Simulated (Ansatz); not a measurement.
The calculation's input:

```
crystal:
  periodic: [false, false, false]
  atoms:
    - {symbol: Si, position_ang: [-0.521630, 0.341048, -1.151472]}
    - {symbol: S, position_ang: [0.512011, 0.405041, 2.680379]}
    - {symbol: H, position_ang: [-0.896470, 0.614792, -2.564327]}
    - {symbol: H, position_ang: [0.726899, 1.088196, -0.841891]}
    - {symbol: H, position_ang: [-1.607543, 0.844821, -0.269818]}
    - {symbol: H, position_ang: [1.436216, 1.072168, 1.972917]}
    - {symbol: P, position_ang: [-0.356213, -1.888871, -0.890581]}
    - {symbol: H, position_ang: [-0.452978, 1.271895, 2.338172]}
    - {symbol: H, position_ang: [0.852803, -1.972103, -1.633281]}
    - {symbol: H, position_ang: [0.306809, -1.776987, 0.359901]}
basis:
  gaussian: {orbitals: def2-TZVPP}
hamiltonian: {xc: pbe0, dispersion: d4}
output: {orbitals: {seedname: orbitals}}
```

Command:

```sh
ansatz run in.yaml --threads 4 --pin off --events-out ev --progress --plain --max-ram 9574MiB
```

The product side of a reaction path; geometry: PBE0-D4/def2-TZVP.

Method: RKS PBE0-D4/def2-TZVPP (Ansatz).

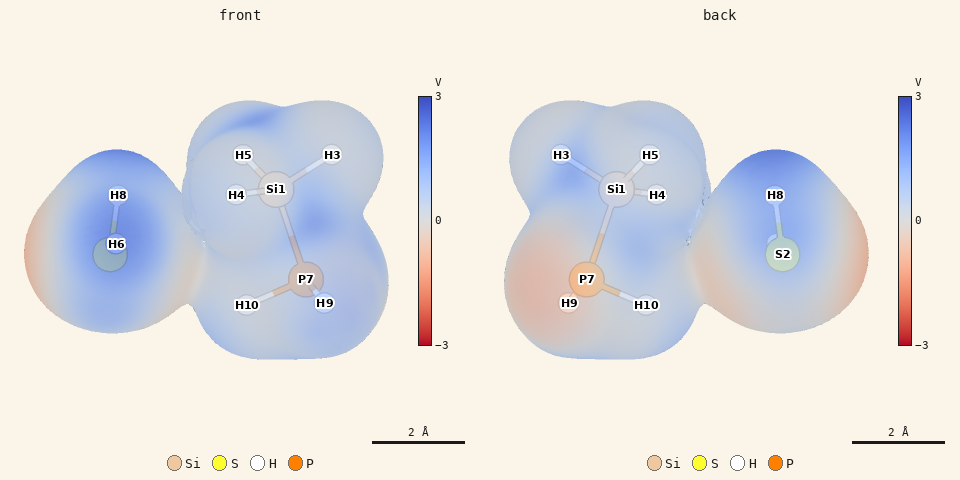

H5PSi···H2S. The molecular electrostatic potential painted on the density surface at 0.004 e/bohr³, seen from the front and from behind; red is negative and blue positive.

Describe the electrostatic potential map.

Answer. The most negative region (about −0.8 V) lies over S2 and P7, the most positive (about +2.1 V) over H6 and H8.
